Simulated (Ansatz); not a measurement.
Partial pair distribution functions of a relaxed model of amorphous Nb₂₄As₂₄, broadened by 0.06 Å; density 7.61 g/cm³. Computed with PBE, scalar-relativistic without spin-orbit coupling (plane waves to 420 eV, PAW; Ansatz, a first-principles code).

A CHGNet melt-quench gave the starting glass, which DFT then relaxed. The hot cell started wider than the set density and was brought back towards it in steps. It is the lowest in DFT energy of 3 quenches. It is a model cell: composition and starting density were chosen by hand, and all elements were melted together. No dispersion term was used. Its density started from a set value of 8.34 and ended at 7.61 g/cm³. The quench (nominally 230 K/ps over its main leg) was far faster than any real one, so the model tends to hold more defects than a real film. A cell of this size samples the disorder only roughly. The volume was free in the relaxation, at fixed shape. Stress components on the final sampling reach 1.4 GPa. On a 2×2×2 Γ-centred mesh force components of up to 0.35 eV/Å stay, since the relaxation ran on one k-point at (1/4, 1/4, 1/4).

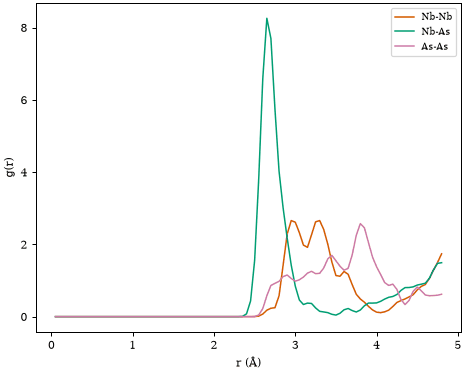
Partial pair distribution functions

Highest peaks under 4.5 Å: Nb-Nb near 3.30 Å, Nb-As near 2.65 Å, As-As near 3.80 Å; pairs of few atoms are noisy.

Within 4.00 Å each Nb has 6.83 Nb neighbours on average.
